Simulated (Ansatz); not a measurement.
```sh
ansatz run in.yaml --threads 2 --pin off --events-out ev --progress --plain --max-ram 4352MiB
```

```yaml
crystal:
  periodic: [false, false, false]
  atoms:
    - {symbol: N, position_ang: [0.237886, -0.949948, 0.756199]}
    - {symbol: Al, position_ang: [-0.562885, 0.226229, -0.425859]}
    - {symbol: H, position_ang: [1.095781, -0.797184, 1.269383]}
    - {symbol: H, position_ang: [-0.141391, -1.857268, 0.982836]}
    - {symbol: H, position_ang: [0.620591, 1.447925, -0.268066]}
basis:
  gaussian: {orbitals: "def2-TZVPPD.json"}
total_charge: -1
hamiltonian: {xc: pbe0, dispersion: d4}
output: {orbitals: {seedname: orbitals}}
```

What structure does this define?

It has 5 atoms: 1 aluminium, 3 hydrogen and 1 nitrogen (AlH₃N⁻). This geometry has Cs symmetry. All atoms lie on one plane. Coordination: 1 N trigonal planar; 1 Al bent.

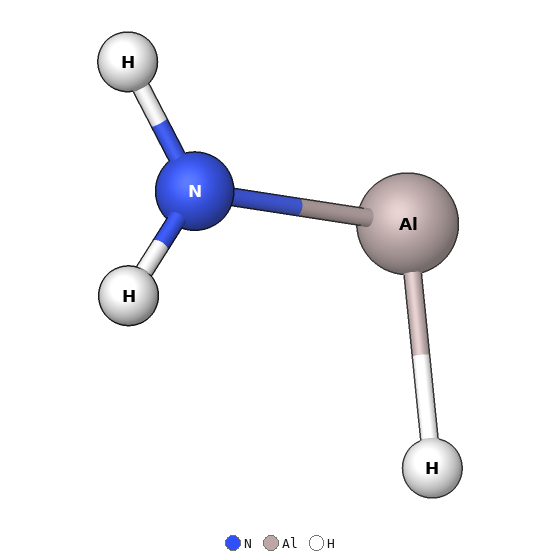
